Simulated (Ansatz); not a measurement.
**G0W0 on several functionals: KBaCeBiO6 (F-43m)**

One-shot GW is not self-consistent; how far does the start matter for KBaCeBiO6 (F-43m)?

Main program and level: Ansatz 0.2.0; G0W0 on several functionals, plane waves, PAW.

In doubt: one-shot GW on d or f shells is unsure, so the values of those runs are not to be relied on.

### Step 1. The starting structure

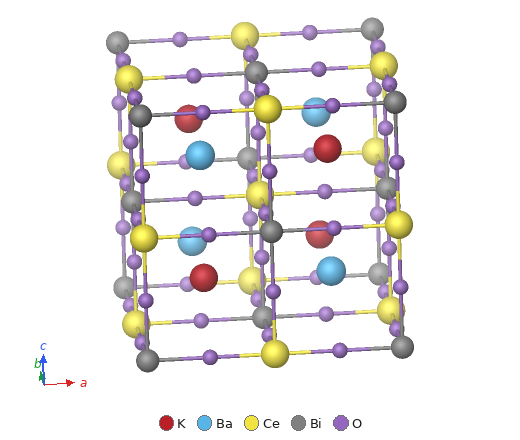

Start, viewed slightly off an axis; potassium red, barium blue, cerium yellow, bismuth grey, oxygen purple. This picture shows the conventional cell, with its axes. Some periodic images of atoms are drawn too.

The cell and positions are those that the Materials Project relaxed with its own functionals (PBE, PBE+U or r2SCAN), kept fixed. Spin-orbit coupling is left out unless a step names it.

### Step 2. G0W0 on PBEsol

Now the one-shot GW correction: screening in the RPA, then the self-energy of the levels asked for. This step takes PAW set soft_1 files.

This step: G0W0 on PBEsol, plane waves, PAW; PAW set soft_1.

Contents of input.yaml:

```yaml
crystal:
  lattice:
    - [0.0, 4.3639834, 4.3639834]
    - [4.3639834, 0.0, 4.3639834]
    - [4.3639834, 4.3639834, 0.0]
  atoms:
    - { symbol: K, position: [0.75, 0.75, 0.75] }
    - { symbol: Ba, position: [0.25, 0.25, 0.25] }
    - { symbol: Ce, position: [0.5, 0.5, 0.5] }
    - { symbol: Bi, position: [0.0, 0.0, 0.0] }
    - { symbol: O, position: [0.75466446, 0.24533554, 0.24533554] }
    - { symbol: O, position: [0.24533554, 0.75466446, 0.75466446] }
    - { symbol: O, position: [0.75466446, 0.75466446, 0.24533554] }
    - { symbol: O, position: [0.24533554, 0.24533554, 0.75466446] }
    - { symbol: O, position: [0.24533554, 0.75466446, 0.24533554] }
    - { symbol: O, position: [0.75466446, 0.24533554, 0.75466446] }
kpoints:
  mp_grid: { grid: [4, 4, 4] }
hamiltonian:
  xc: pbesol
  pseudopotentials: { kind: paw, azcp: { folder: soft_1 }, xc_functional: pbe }
scf:
  occupations: { method: fixed }
gw:
  n_empty_bands: 911
  ecut_chi: 180.0
  qp_bands: [v3, c3]
  qp_kpoints: band_edges
  screening: { model: contour_deformation }
```

Launch:

```bash
$ ansatz run input.yaml --threads 2 --pin off --max-ram 92160MiB --backend cuda --events-out ev --progress --plain --runs-dir out --devices 1 --max-vram 13GiB
```

Numbers of over 12 decimals in the logs are rounded to 6 here.

The program printed:

```text
GPUs: using 1 of 1 available (devices: 1).
Engine: ansatz 0.2.0, x86_64-unknown-linux-gnu
Pseudopotentials: kind: paw
Pseudopotential: K, paw, valence charge 9, recommended cutoff 420 eV (normal), soft_1/K.paw.azcp
Pseudopotential: Ba, paw, valence charge 10, recommended cutoff 420 eV (normal), soft_1/Ba.paw.azcp
Pseudopotential: Ce, paw, valence charge 12, recommended cutoff 420 eV (normal), soft_1/Ce.paw.azcp
Pseudopotential: Bi, paw, valence charge 15, recommended cutoff 420 eV (normal), soft_1/Bi.paw.azcp
Pseudopotential: O, paw, valence charge 6, recommended cutoff 420 eV (normal), soft_1/O.paw.azcp
Functional definition: PBEsol
  exchange = pbesol_x
  correlation = pbesol_c
device memory: the entry about to start is reckoned to put 2.5 GiB on a device that reports 52.8 GiB free (of which the cap on the GPU budget leaves the run 13.0 GiB)
GPU FFT provider: cuFFT
GPU libraries: cuBLAS 13.8.2, cuFFT 12.4.0, cuSOLVER 12.3.4
Crystal: 10 atoms, lattice volume = 166.218 Å³
Basis set: ecut = 420 eV, 3287 PW (Γ)
Bands: 51, of which v1, the nominal top of the filled ones, is band 41 counted from 1 (40 counted from 0)
Symmetry: 24 space group operations
Space group: F-43m (ITA 216), of the structure as read, at distance tolerance 5.5e-5 Å
k-points: 8 of 64 (time reversal used)
Non-local potential: K, projectors of the file, l = 0: 3, l = 1: 2, l = 2: 2
Non-local potential: Ba, projectors of the file, l = 0: 3, l = 1: 2, l = 2: 2, l = 3: 2
Non-local potential: Ce, projectors of the file, l = 0: 3, l = 1: 2, l = 2: 2, l = 3: 3
Non-local potential: Bi, projectors of the file, l = 0: 2, l = 1: 2, l = 2: 2, l = 3: 1
Non-local potential: O, projectors of the file, l = 0: 2, l = 1: 2, l = 2: 1
PAW form: soft (Blöchl's): semilocal exchange-correlation on the pseudo side does not see the compensation charge
PAW frozen core: K, regenerated for the run's functional, and the local potential with it (the file was generated under x = pbe(κ = 0.804, μ = 0.219515), c = pbe(β = 0.066725))
PAW frozen core: Ba, regenerated for the run's functional, and the local potential with it (the file was generated under x = pbe(κ = 0.804, μ = 0.219515), c = pbe(β = 0.066725))
PAW frozen core: Ce, regenerated for the run's functional, and the local potential with it (the file was generated under x = pbe(κ = 0.804, μ = 0.219515), c = pbe(β = 0.066725))
PAW frozen core: Bi, regenerated for the run's functional, and the local potential with it (the file was generated under x = pbe(κ = 0.804, μ = 0.219515), c = pbe(β = 0.066725))
PAW frozen core: O, regenerated for the run's functional, and the local potential with it (the file was generated under x = pbe(κ = 0.804, μ = 0.219515), c = pbe(β = 0.066725))
PAW one-centre angular grid: K, 110 points (default); XC on 64 Gauss nodes
PAW one-centre angular grid: Ba, 194 points (default); XC on 64 Gauss nodes
PAW one-centre angular grid: Ce, 590 points (default); XC on 64 Gauss nodes
PAW one-centre angular grid: Bi, 590 points (default); XC on 64 Gauss nodes
PAW one-centre angular grid: O, 110 points (default); XC on 64 Gauss nodes
Initial density: superposition of atomic densities (chi_scale 0.1, normalization cell, long waves kept (reshape's long-wave potential 0.01 eV rms))
Initial wavefunctions: pseudopotential atomic-orbital guess
GPU buffer pool allocated for 91125 grid points (all kernels)
GPU transforms: local potential and band sums: pruned to the plane-wave sphere, on 45×45×45
Functional: x = pbesol(κ = 0.804, μ = 0.123457), c = pbesol(β = 0.046)
SCF iter   1: F=—  HF=-29486.818575 eV  |F-HF|=—  |Δ(HF+E_count)|=         —  Δρ=1.94e-1  dr2=1.16e2  ethr=3.10e-3  ⟨swp⟩=4.2  Hψ=1431  notcnv=0  defer=36
preconditioner: auto → Resta (q_TF=auto, 2.425 Å⁻¹)  ε∞=6.2  [insulator: Δε(μ)=0.000 eV  Ē_g=11.062 eV  n_scr=50 (ndim 8)  ℏωp=25.1 eV  f_vac=0.000  ε∞_Penn≈6.2]
SCF iter   2: F=—  HF=-29497.995013 eV  |F-HF|=—  |Δ(HF+E_count)|=    1.12e1  Δρ=1.53e-1  dr2=4.34e1  ethr=3.10e-3  ⟨swp⟩=4.8  Hψ=1275  notcnv=0  defer=53
SCF iter   3: F=—  HF=-29486.245096 eV  |F-HF|=—  |Δ(HF+E_count)|=    1.17e1  Δρ=8.77e-2  dr2=1.52e1  ethr=3.10e-3  ⟨swp⟩=3.2  Hψ=848  notcnv=0  defer=55
SCF iter   4: F=—  HF=-29480.712399 eV  |F-HF|=—  |Δ(HF+E_count)|=    5.53e0  Δρ=1.79e-2  dr2=1.06e0  ethr=3.10e-3  ⟨swp⟩=3.4  Hψ=948  notcnv=0  defer=45
SCF iter   5: F=—  HF=-29482.544707 eV  |F-HF|=—  |Δ(HF+E_count)|=    1.83e0  Δρ=1.74e-1  dr2=7.32e1  ethr=1.29e-3  ⟨swp⟩=2.9  Hψ=801  notcnv=0  defer=54  recentre
SCF iter   6: F=—  HF=-29483.175146 eV  |F-HF|=—  |Δ(HF+E_count)|=   6.30e-1  Δρ=6.06e-2  dr2=8.46e0  ethr=1.29e-3  ⟨swp⟩=4.4  Hψ=1071  notcnv=0  defer=55
SCF iter   7: F=—  HF=-29482.113319 eV  |F-HF|=—  |Δ(HF+E_count)|=    1.06e0  Δρ=5.04e-2  dr2=6.01e0  ethr=1.29e-3  ⟨swp⟩=5.0  Hψ=1254  notcnv=0  defer=40
SCF iter   8: F=—  HF=-29481.019429 eV  |F-HF|=—  |Δ(HF+E_count)|=    1.09e0  Δρ=3.29e-2  dr2=2.59e0  ethr=1.29e-3  ⟨swp⟩=3.6  Hψ=1060  notcnv=0  defer=48
SCF iter   9: F=—  HF=-29480.592112 eV  |F-HF|=—  |Δ(HF+E_count)|=   4.27e-1  Δρ=1.73e-2  dr2=7.10e-1  ethr=1.29e-3  ⟨swp⟩=2.8  Hψ=501  notcnv=0  defer=53
SCF iter  10: F=—  HF=-29480.474228 eV  |F-HF|=—  |Δ(HF+E_count)|=   1.18e-1  Δρ=1.81e-3  dr2=8.59e-3  ethr=8.66e-4  ⟨swp⟩=2.8  Hψ=750  notcnv=0  defer=48
[...]
E_local      = -4749.065485  (includes V_loc(G=0)·N_el)
  E_nonlocal   = 937.299406
  E_hartree    = 1747.329981
  E_xc         = -1048.715177
  E_vxc        = -1137.344765  (∫ρ·V_xc dr)
  E_paw        = -22809.032499  (= ΣΔE_a)
  E_vpaw       = -712.619506  (= ΣTr[D̂ρ^β])
  E_aug_tail   = 0.004782  (compensation charges beyond the density's cutoff)
  E_ewald      = -5467.771251
  E_core_change = 0.786694  (= ΣΔE_core)
  E_smearing   = -0.000000  (= −TS)
  E_closure    = -0.000000  (closes the sum)
  Σ components = -29480.473114   (vs F -29480.473114, Δ=0.00e0)
--- Band table (eV; the first three rows and the last of 8) ---
  k-point 0: bands = [... 37 lower, 6.4885, 7.4371, 7.4371, 7.4371, 9.4915, 9.5626, 9.7866, 9.7866, ... 6 higher]
  k-point 1: bands = [... 37 lower, 6.5566, 7.2621, 7.2621, 7.2829, 9.3113, 9.5034, 9.7664, 9.7664, ... 6 higher]
  k-point 2: bands = [... 37 lower, 6.7618, 7.0418, 7.1442, 7.1442, 9.2259, 9.5030, 9.7506, 9.7506, ... 6 higher]
  k-point 7: bands = [... 37 lower, 6.5258, 6.5491, 7.0686, 7.1924, 9.1038, 9.5067, 9.7326, 9.7607, ... 6 higher]
--- G₀W₀: contour deformation, 7 samples at zero and on the imaginary axis and 1 off it, 64 q-points, 911 empty bands' worth ---
  eigenvalues of the whole cell's RPA ε∞ on this k-mesh (on a slab, of 1 + 4πα/V) = 5.6036, 5.6036, 5.6036; static W/v taken at q = 0 is 0.178455
  bands read: the sum over 952 bands ends inside a degenerate multiplet in 3 slots, whose members it reads at an even weight; the widest, k=0: bands 952 to 954 (counted from 1) at 1/3 each
  gw.qp_kpoints: band_edges: 8 of 8 stored k-points solved, in 1 pass; an edge of the gap read off the rows below is read off those points alone
  `?` marks the rows in doubt; gw_qp.tsv's column doubts and the gw_qp event give each row's grounds
    ik  band        ε_KS         Σx   Σc(E_QP)       V_xc       Z   E_QP_lin       E_QP  E_QP is
     0    39      7.4371   -25.6984     4.8681   -20.2847  0.6872     6.8819     6.8917  root
     0    40      7.4371   -25.6984     4.8681   -20.2847  0.6872     6.8819     6.8917  root
     0    41      7.4371   -25.6984     4.8681   -20.2847  0.6872     6.8819     6.8917  root
     0    42      9.4915   -21.9089   -11.9412   -35.5758  0.5706    11.4701    11.2171  root ?
     0    43      9.5626   -17.8505    -4.3365   -23.0595  0.7064    10.4578    10.4350  root
     0    44      9.7866   -23.6629   -12.2766   -37.6932  0.5549    11.8227    11.5403  root ?
     1    39      7.2621   -25.3795     4.7420   -20.1024  0.6864     6.7173     6.7270  root
     1    40      7.2621   -25.3795     4.7420   -20.1024  0.6864     6.7173     6.7270  root
     1    41      7.2829   -25.5580     4.8028   -20.2306  0.6835     6.7491     6.7584  root
     1    42      9.3113   -21.4248    -7.0998   -30.0027  0.6500    10.8976    10.7894  root ?
     1    43      9.5034   -22.6117   -13.2194   -37.6326  0.5526    11.6121    11.3048  root ?
     1    44      9.7664   -23.6180   -12.3351   -37.7197  0.5556    11.8178    11.5329  root ?
     2    39      7.0418   -25.3866     4.8394   -20.0353  0.6760     6.5201     6.5300  root
     2    40      7.1442   -25.6232     3.7904   -21.4590  0.6947     6.7664     6.7703  root
     2    41      7.1442   -25.6232     3.7904   -21.4590  0.6947     6.7664     6.7703  root
     2    42      9.2259   -22.8214    -8.1880   -32.6959  0.6303    11.0506    10.9125  root ?
     2    43      9.5030   -22.6032   -13.2485   -37.6545  0.5523    11.6139    11.3057  root ?
     2    44      9.7506   -23.6029   -12.3770   -37.7565  0.5562    11.8139    11.5271  root ?
     3    39      7.1045   -25.2040     4.7324   -19.9447  0.6830     6.5677     6.5776  root
     3    40      7.1045   -25.2040     4.7324   -19.9447  0.6830     6.5677     6.5776  root
     3    41      7.4224   -25.6517     4.8681   -20.2360  0.6870     6.8650     6.8748  root
     3    42      9.2833   -20.6743    -6.1708   -28.1824  0.6676    10.6939    10.6206  root
     3    43      9.5041   -22.6089   -13.2171   -37.6267  0.5526    11.6119    11.3048  root ?
     3    44      9.7651   -23.6007   -12.2682   -37.6327  0.5566    11.8116    11.5289  root ?
     4    39      6.8861   -25.1845     4.4090   -20.3149  0.6815     6.4178     6.4255  root
     4    40      6.9332   -25.1848     4.0474   -20.7057  0.6910     6.4956     6.5016  root
     4    41      7.2898   -25.4895     4.7399   -20.2182  0.6865     6.7491     6.7586  root
     4    42      9.1699   -21.3807    -6.4366   -29.2295  0.6618    10.6706    10.5820  root
     4    43      9.5052   -22.6237   -13.2538   -37.6798  0.5521    11.6159    11.3075  root ?
     4    44      9.7431   -23.5597   -12.3279   -37.6645  0.5572    11.8048    11.5200  root ?
     5    39      7.0876   -25.4722     4.2338   -20.8107  0.6860     6.6541     6.6600  root
     5    40      7.1249   -25.1178     4.7001   -19.8769  0.6863     6.5739     6.5841  root
     5    41      7.1435   -25.5487     4.1852   -20.9360  0.6882     6.7102     6.7160  root
     5    42      9.2186   -22.0352    -7.3034   -30.8707  0.6459    10.8768    10.7507  root ?
     5    43      9.5051   -22.6264   -13.2520   -37.6806  0.5521    11.6157    11.3073  root ?
     5    44      9.7444   -23.5924   -12.3832   -37.7553  0.5564    11.8111    11.5240  root ?
     6    39      6.6490   -24.9001     4.3886   -20.0440  0.6800     6.1732     6.1816  root
     6    40      6.6490   -24.9001     4.3886   -20.0440  0.6800     6.1732     6.1816  root
     6    41      7.4077   -25.6074     4.8684   -20.1895  0.6869     6.8483     6.8583  root
     6    42      8.9701   -17.7681    -2.8606   -21.2539  0.7441     9.6005     9.5952  root
     6    43      9.5045   -22.6098   -13.2489   -37.6609  0.5522    11.6149    11.3067  root ?
     6    44      9.7210   -23.5702   -12.2733   -37.6334  0.5594    11.7963    11.5109  root ?
     7    39      6.5491   -24.5542     4.4488   -19.6255  0.6770     6.0594     6.0692  root
     7    40      7.0686   -25.1315     4.7028   -19.8879  0.6857     6.5175     6.5278  root
     7    41      7.1924   -25.3490     4.7462   -20.0707  0.6846     6.6505     6.6603  root
     7    42      9.1038   -20.6616    -5.4284   -27.3389  0.6809    10.4055    10.3527  root
     7    43      9.5067   -22.6367   -13.2599   -37.6987  0.5519    11.6174    11.3088  root ?
     7    44      9.7326   -23.5127   -12.3107   -37.6038  0.5580    11.7971    11.5130  root ?
[key lines of the parts left out:]
SCF converged after 16 iterations
Free energy (F): -29480.473114 eV
Fermi energy:    7.437124 eV
```

The job ended after 79 s (1 × NVIDIA H100 80GB HBM3 (shared by 6 runs) with 2 threads of AMD EPYC 7R13 (Zen 3), shared host; peak memory 2.8 GiB; 1.8 min of CPU time).

Reading the cycles: dr2 is the Hartree energy of the density residual (eV), the measure of convergence; HF is the Harris–Foulkes estimate of the energy, which meets the free energy F at convergence.

This step gave:

| Item | Value |
| --- | --- |
| bands summed | 952 |
| RPA ε∞ on this mesh (eigenvalues) | 5.604, 5.604, 5.604 |
| plane waves in the screening matrix | 941 |
| q-points in the mesh | 64 |
| G0W0 gap on the mesh | 2.704 eV |
| k of the valence top | 0, 0, 0 |
| k of the conduction bottom | 0, -0.5, -0.5 |
| starting gap on the mesh | 1.533 eV |
| Z at the valence top | 0.6872 |
| Z at the conduction bottom | 0.7441 |
| least direct G0W0 gap on the computed points | 2.737 eV |

The gap on the mesh goes from 1.53 eV to 2.70 eV, a correction of +1.17 eV. Between the two edge states, bare exchange in place of the xc potential would open the gap by 8.90 eV, and correlation takes back 7.73 eV.

[end of part 1 of 2]

[Paths, hosts, dates, memory and timing lines, banners, echoed tables and standing remarks are left out of the program output.]

[Logs are printed without paths, hosts, clocks, repeated set-up lines and the standing remarks that a program may print on its own settings, such as how far it seeks lower states.]

[Runs of the session that timed out or met a known fault of the program may be left out.]

[Cells called generated may have been cut or substituted from an entry of the Crystallography Open Database or the Materials Project.]

[Hosts, paths, dates, database ids (printed as entryN), source tags and the programs' standing remarks are cut or masked in the printed files.]
